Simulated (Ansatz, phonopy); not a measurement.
# How K (Im-3m) expands on warming, part 2 of 2

Wanted: α(T), C_P(T) and B(T) of K in the quasi-harmonic approximation.

What experiment has found for this phase:
- heat capacity C_P per formula unit 29.4 J/mol/K near room temperature (given in “High-Throughput Prediction of Finite-Temperature Properties using the Quasi-Harmonic Approximation”, 2016, arXiv:1603.06924)

Ansatz 0.2.0; DFT r2SCAN, scalar-relativistic, plane waves, PAW.

So far. Step 2 (Probe on a coarse mesh): The start is under 0.30 GPa at this level and looks like a metal on this mesh. Step 4 (Relaxing to small residual forces and stress): The residual pressure is -5.1e-6 GPa, small enough for phonons. The relaxed cell has a = 5.348 Å (conventional setting).

The database entry behind the starting cell lists a temperature near 5 K, so it need not match the best structure at ambient conditions.

## Step 5: Phonons on strained cells

The study relaxes the crystal at several strains, solves the phonons on some of them and minimises the free energy at each temperature (static energy, vibrations, the electrons in a metal, and PV under a set pressure); the q-mesh sets how far the force constants reach.

File input.yaml:

```yaml
crystal:
  lattice:
    - [-2.6738208258, 2.6738208258, 2.6738208258]
    - [2.6738208258, -2.6738208258, 2.6738208258]
    - [2.6738208258, 2.6738208258, -2.6738208258]
  atoms:
    - { symbol: K, position: [0.0, 0.0, 0.0] }
kpoints:
  mp_grid: { grid: [12, 12, 12] }
hamiltonian:
  xc: r2scan
scf:
  occupations: { method: methfessel_paxton, width: 0.2 }
  lower_state_search: "off"
output:
  eigenvalues: true
phonons:
  method: dfpt
  qmesh: [4, 4, 4]
  temperatures: { t_max: 300.0, t_step: 25 }
  thermal_expansion: {}
```

The run is started by

```sh
> ansatz run input.yaml --threads 4 --pin off --max-ram 16384MiB --backend cpu --events-out ev --progress --plain --runs-dir out
```

Numbers of over 12 decimals in the logs are rounded to 6 here.

The program printed:

```text
[...]
Crystal: 1 atoms, lattice volume = 76.464 Å³
Basis set: ecut = 580 eV, 2491 PW (Γ), exchange–correlation on 200×200×200 points (125 copies of the dense FFT grid, shifted against one another)
Bands: 9, of which v1, the nominal top of the filled ones, is band 5 counted from 1 (4 counted from 0)
Symmetry: 48 space group operations
[...]
k-points: 72 of 1728
[...]
SCF iter   1: F=—  HF=-1542.477971 eV  |F-HF|=—  |Δ(HF+E_count)|=         —  Δρ=2.25e-3  dr2=1.44e-3  dr2_τ=1.43e-4  ethr=1.77e-3  ⟨swp⟩=5.1  Hψ=4732  notcnv=0
[...]
SCF iter   8: F=-1542.478488 eV  HF=-1542.478488 eV  |F-HF|=2.50e-12  |Δ(HF+E_count)|=  3.71e-10  S|Δr|=    0.00e0  Δρ=5.66e-8  dr2=3.13e-12  dr2_τ=8.29e-14  ethr=1.00e-12  ⟨swp⟩=6.1  Hψ=2549  notcnv=0
SCF 1 converged in 8 iterations: F = -1542.478488 eV  dr2 = 3.13e-12
[...]
relax step   1: F+E_penalty+E_count = -1542.47848812 eV  Δ(F+E_penalty+E_count) = +0.000e0 eV  max|allowed force component| = 0.000e0 eV/Å  Δτ_max = 0.0000 Å  (8 SCF iters, accepted)
SCF converged after 8 iterations
[...]
Free energy (F): -1542.478488 eV
[...]
Internal energy: -1542.477185 eV  (E = F + TS)
E sigma→0 (E₀):  -1542.478162 eV
Entropy (-TS):   -0.001303 eV (-1.303 meV/atom)
Fermi energy:    1.644394 eV
[...]
--- Stress (GPa, compression-positive) ---
        0.000207       0.000000       0.000000
        0.000000       0.000207       0.000000
        0.000000      -0.000000       0.000207
  P = ⅓ Tr σ = 0.0002 GPa (0.002 kbar)
--- Band table (eV; the first three rows and the last of 72) ---
[...]
── thermal expansion: 3 new cells, 3 in all ──
thermal expansion: relaxation of cell 2
thermal expansion: relaxation of cell 3
── thermal expansion: 2 new cells, 5 in all ──
thermal expansion: relaxation of cell 4
thermal expansion: electrons of cell 4
thermal expansion: phonons of cell 4
thermal expansion: relaxation of cell 5
thermal expansion: electrons of cell 1
thermal expansion: electrons of cell 2
thermal expansion: electrons of cell 3
thermal expansion: electrons of cell 5
thermal expansion: phonons of cell 5
── thermal expansion: 6 new cells, 11 in all ──
thermal expansion: relaxation of cell 6
thermal expansion: relaxation of cell 7
thermal expansion: relaxation of cell 8
thermal expansion: relaxation of cell 9
thermal expansion: relaxation of cell 10
thermal expansion: relaxation of cell 11
thermal expansion: electrons of cell 6
thermal expansion: electrons of cell 7
thermal expansion: electrons of cell 8
thermal expansion: electrons of cell 9
thermal expansion: electrons of cell 10
thermal expansion: electrons of cell 11
thermal expansion: phonons of cell 6
thermal expansion: phonons of cell 7
thermal expansion: phonons of cell 8
--- Relaxed structure (1 steps of the walk, 1 accepted, 0 SCFs on fresh bases) ---
  F+E_penalty+E_count = -1542.47848812 eV   max|allowed force component| = 0.000e0 eV/Å
  atoms:
    - { symbol: K, position: [0.0, 0.0, 0.0] }
--- Thermal expansion: 11 cells in 3 rounds, 0 GPa ---
  no lower state was looked for at cell 4: scf.lower_state_search: off
  without vibrations: a 4.63129, b 4.63129, c 4.63129 Å, V 76.4686 Å³, B 3.44 GPa
  at 0 K: a 4.64112, b 4.64112, c 4.64112 Å, V 76.9566 Å³, B 3.38 GPa
  zero-point expansion: a +0.212, b +0.212, c +0.212, V +0.638 %
      T/K        a/Å        b/Å        c/Å       V/Å³ | expansion of a, b, c, V (1e-6/K)   | that of V in the mean from 25 °C | C_P, C_V (J/mol K of the cell) | B_T, B_S (GPa)
     0.00    4.64112    4.64112    4.64112    76.9566 |    0.00    0.00    0.00    0.00 |  164.48 |     0.000     0.000 |     3.38     3.38
    50.00    4.64704    4.64704    4.64704    77.2515 |   47.25   47.25   47.25  141.74 |  182.94 |    20.912    20.757 |     3.31     3.34
   100.00    4.65942    4.65942    4.65942    77.8708 |   57.07   57.07   57.07  171.22 |  190.48 |    24.379    23.940 |     3.20     3.26
   150.00    4.67327    4.67327    4.67327    78.5671 |   61.35   61.35   61.35  184.04 |  196.69 |    25.420    24.680 |     3.08     3.17
   200.00    4.68804    4.68804    4.68804    79.3145 |   64.85   64.85   64.85  194.55 |  202.79 |    26.073    25.003 |     2.96     3.09
   250.00    4.70367    4.70367    4.70367    80.1105 |   68.31   68.31   68.31  204.94 |  209.09 |    26.639    25.202 |     2.84     3.00
   298.15    4.71956    4.71956    4.71956    80.9252 |   71.82   71.82   71.82  215.47 |       - |    27.181    25.347 |     2.72     2.92
   300.00    4.72019    4.72019    4.72019    80.9575 |   71.96   71.96   71.96  215.88 |  215.72 |    27.202    25.352 |     2.71     2.91
  the static fit leaves 0.000 meV an atom of the energies and, of the stresses, 0.000 GPa of each cell's largest along a strain (root mean squares over the cells), whose Pulay part it has at -0.002 GPa
  vibrations' free energy: its fit leaves 0.0000 meV an atom at the most
  the electrons' free energy at temperature is in it; its fit leaves 0.0000 meV an atom at the most
  free energies summed between the sampled wave vectors
  estimated error of the fitted expansion in any direction: up to 0.120e-6/K, at 300 K (an estimate, not a bound: it was exceeded on models of known expansion)
  by sums over the sampled wave vectors an expansion of the volume parts by up to 1.97e-6/K
  by a static energy of one degree less an expansion of the volume parts by up to 0.24e-6/K
```

Run time: 1.7 h. Hardware: 4 threads of Arm Neoverse V2, shared host; peak memory 5.8 GiB; 6.8 h of CPU time.

This step gave:

* pressure: 2.07e-4 GPa
* volume expansion coefficient at 298 K: 215.5 1e-6/K
* C_P at 298 K: 27.18 J/mol-atom/K
* entropy at 298 K: 63.94 J/mol-atom/K
* isothermal bulk modulus at 298 K: 2.719 GPa
* Grüneisen parameter at 298 K: 1.126
* volume at 298 K: 80.92 Å³/atom
* principal linear expansion coefficients at 298 K: 71.82, 71.82, 71.82 1e-6/K

Strained cells of the study; zero-point energy where phonons were solved; the pressures are stresses at a fixed cutoff and can carry an offset from the finite basis. Expansion cells, by row:

```csv
cell,|a| (Å),|b| (Å),|c| (Å),V (Å³/atom),E - E_lowest (meV/atom),"pressure, compression positive (GPa)",gap (eV),zero-point energy (meV/atom)
1,4.631,4.631,4.631,76.46,0,-0.002,-,-
2,4.668,4.668,4.668,78.31,0.461,-0.081,-,-
3,4.594,4.594,4.594,74.66,0.478,0.084,-,-
4,4.632,4.632,4.632,76.48,0,-0.003,-,9.53
5,4.655,4.655,4.655,77.63,0.186,-0.053,-,9.375
6,4.689,4.689,4.689,79.37,1.113,-0.122,-,9.144
7,4.718,4.718,4.718,80.85,2.472,-0.175,-,8.95
8,4.747,4.747,4.747,82.36,4.344,-0.225,-,8.755
9,4.586,4.586,4.586,74.23,0.74,0.106,-,-
10,4.608,4.608,4.608,75.34,0.181,0.05,-,-
11,4.785,4.785,4.785,84.35,7.493,-0.284,-,-
```

Quasi-harmonic; a, b, c are the run's own cell vectors. Expansion, by row:

```csv
T (K),a (Å),b (Å),c (Å),alpha (deg),beta (deg),gamma (deg),cell volume (Å³/cell),alpha_a (1e-6/K),alpha_b (1e-6/K),alpha_c (1e-6/K),alpha_V (1e-6/K),C_P (J/mol-atom/K),C_V (J/mol-atom/K),S (J/mol-atom/K),B_T (GPa),B_S (GPa),Grueneisen,extrapolation,fit error (1e-6/K)
0,4.641,4.641,4.641,109.5,109.5,109.5,76.96,0,0,0,0,0,0,0,3.38,3.38,-,0,0
25,4.642,4.642,4.642,109.5,109.5,109.5,77.02,28.64,28.64,28.64,85.92,13.15,13.12,7.863,3.36,3.37,1.021,0,0.01
50,4.647,4.647,4.647,109.5,109.5,109.5,77.25,47.25,47.25,47.25,141.7,20.91,20.76,19.93,3.31,3.34,1.053,0,0.02
75,4.653,4.653,4.653,109.5,109.5,109.5,77.55,53.72,53.72,53.72,161.2,23.32,23.02,28.94,3.26,3.3,1.065,0,0.03
100,4.659,4.659,4.659,109.5,109.5,109.5,77.87,57.07,57.07,57.07,171.2,24.38,23.94,35.81,3.2,3.26,1.073,0,0.04
125,4.666,4.666,4.666,109.5,109.5,109.5,78.21,59.41,59.41,59.41,178.2,24.99,24.4,41.32,3.14,3.21,1.08,0,0.04
150,4.673,4.673,4.673,109.5,109.5,109.5,78.57,61.35,61.35,61.35,184,25.42,24.68,45.92,3.08,3.17,1.086,0,0.05
175,4.681,4.681,4.681,109.5,109.5,109.5,78.93,63.13,63.13,63.13,189.4,25.77,24.87,49.86,3.02,3.13,1.093,0,0.06
200,4.688,4.688,4.688,109.5,109.5,109.5,79.31,64.85,64.85,64.85,194.6,26.07,25,53.32,2.96,3.09,1.1,0,0.06
225,4.696,4.696,4.696,109.5,109.5,109.5,79.71,66.57,66.57,66.57,199.7,26.36,25.11,56.41,2.9,3.04,1.106,0,0.07
250,4.704,4.704,4.704,109.5,109.5,109.5,80.11,68.31,68.31,68.31,204.9,26.64,25.2,59.2,2.84,3,1.113,0,0.07
275,4.712,4.712,4.712,109.5,109.5,109.5,80.53,70.11,70.11,70.11,210.3,26.92,25.28,61.76,2.78,2.96,1.12,0,0.07
298.1,4.72,4.72,4.72,109.5,109.5,109.5,80.93,71.82,71.82,71.82,215.5,27.18,25.35,63.94,2.72,2.92,1.126,0,0.11
300,4.72,4.72,4.72,109.5,109.5,109.5,80.96,71.96,71.96,71.96,215.9,27.2,25.35,64.11,2.71,2.91,1.127,0,0.12
```

Table of expansion coefficient by temperature; values in 1e-6/K:

```csv
temperature (K),volume,principal 1
0,0,0
25,85.9,28.6
50,142,47.2
75,161,53.7
100,171,57.1
125,178,59.4
150,184,61.4
175,189,63.1
200,195,64.8
225,200,66.6
250,205,68.3
275,210,70.1
298,215,71.8
300,216,72.0
```

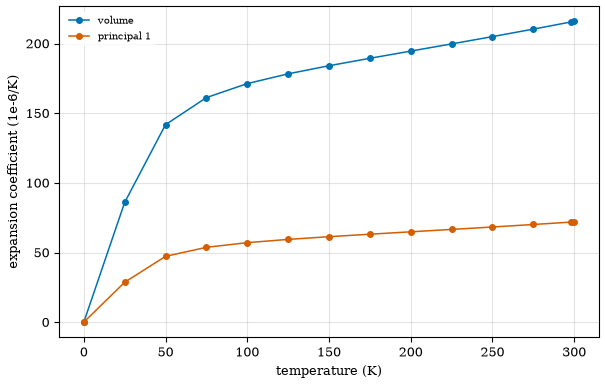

Expansion coefficient, plotted against temperature.

At 298 K the volume expansion is 215 × 10⁻⁶/K and B_T is 2.72 GPa. The program raised the cutoff to 580 eV by itself: with no cutoff typed, the study takes about 1.16 times the default for its relaxations and scales it with the volume for the phonons.

## Step 6: Free-energy fit

This step: DFT r2SCAN, scalar-relativistic, plane waves, PAW (phonopy 4.10.0).

The energy (each curve on its own zero) by volume; values in meV/atom:

```csv
volume (Å³/atom),static,F at 0 K,F at 300 K
76.48,0,0.38,3.12
77.63,0.19,0.41,2.06
79.37,1.11,1.11,1.09
80.85,2.47,2.27,0.82
82.36,4.34,3.95,1.02
```

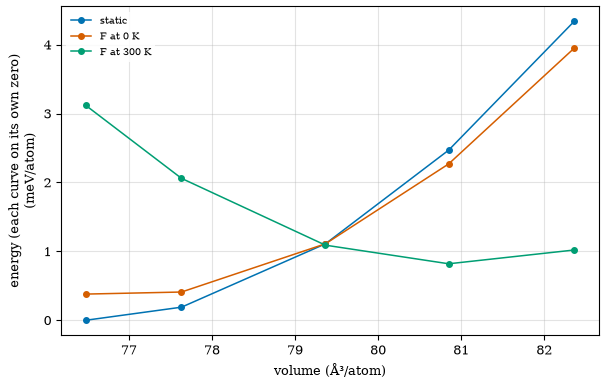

Energy (each curve on its own zero) against volume.

Phonopy-qha, vinet fit of F(V) at each temperature. Qha vinet, by row:

```csv
T (K),fitted volume (Å³/atom),alpha_V (1e-6/K),B_T (GPa),C_P (J/mol-atom/K),Grueneisen
75,77.55,159.7,3.26,23.57,1.061
100,77.87,170.7,3.2,24.57,1.078
125,78.21,178,3.14,25.13,1.089
150,78.57,183.9,3.08,25.52,1.098
175,78.93,189.3,3.02,25.84,1.107
200,79.31,194.5,2.96,26.13,1.116
225,79.71,199.7,2.9,26.41,1.124
250,80.11,204.9,2.84,26.68,1.133
275,80.53,210.4,2.78,26.95,1.142
```

Table of volume expansion coefficient by temperature; values in 1e-6/K:

```csv
temperature (K),"phonopy-qha, Vinet",Ansatz's own study
75.0,160,161
100.0,171,171
125.0,178,178
150.0,184,184
175.0,189,189
200.0,194,195
225.0,200,200
250.0,205,205
275.0,210,210
```

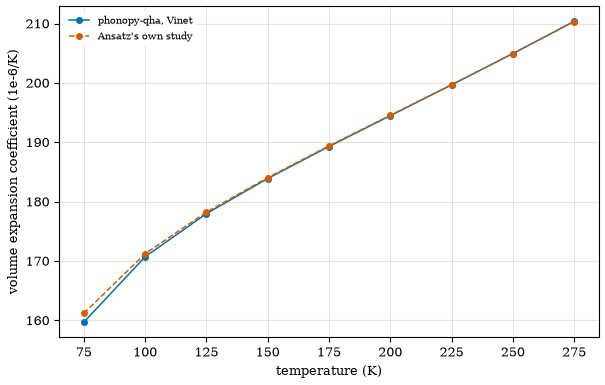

Volume expansion coefficient, plotted against temperature.

## Step 7: What came out

| Quantity | Value |
| --- | --- |
| settings of these figures | r2SCAN, 580 eV, k 12×12×12, q 4×4×4 |
| volume expansion coefficient at 298 K | 215.5 1e-6/K |
| C_P at 298 K | 27.18 J/mol-atom/K |
| entropy at 298 K | 63.94 J/mol-atom/K |
| isothermal bulk modulus at 298 K | 2.719 GPa |
| Grüneisen parameter at 298 K | 1.126 |
| volume at 298 K | 80.92 Å³/atom |
| principal linear expansion coefficients at 298 K | 71.82, 71.82, 71.82 1e-6/K |

Near room temperature K expands by 215 × 10⁻⁶/K in volume by r2SCAN, with C_P = 27.2 J/(mol K) per mole of atoms and B_T = 2.72 GPa. C_P at room temperature is 109 % of the classical 3R an atom; C_V is 102 %, and the rest is expansion work. In this metal the study includes the electrons' free energy, which adds a term that grows with temperature, so the heat capacities need not level off at 3R. A measured heat capacity per formula unit near room temperature is 29.4 J/mol/K (arXiv:1603.06924); the calculated 27.2 J/mol/K differs by -8 %. The PAW files were made for PBE and are used here under another functional, for which the program regenerates the frozen cores. The cell of these runs is 7 % larger in volume than the database cell; frequencies and all that rests on them shift with it.

[Logs are printed without paths, hosts, clocks, repeated set-up lines and the standing remarks that a program may print on its own settings, such as how far it seeks lower states.]

[Hosts, paths, dates, database ids (printed as entryN), source tags and the programs' standing remarks are cut or masked in the printed files.]

[A step with changed settings may run another functional than the one named; its input shows which.]
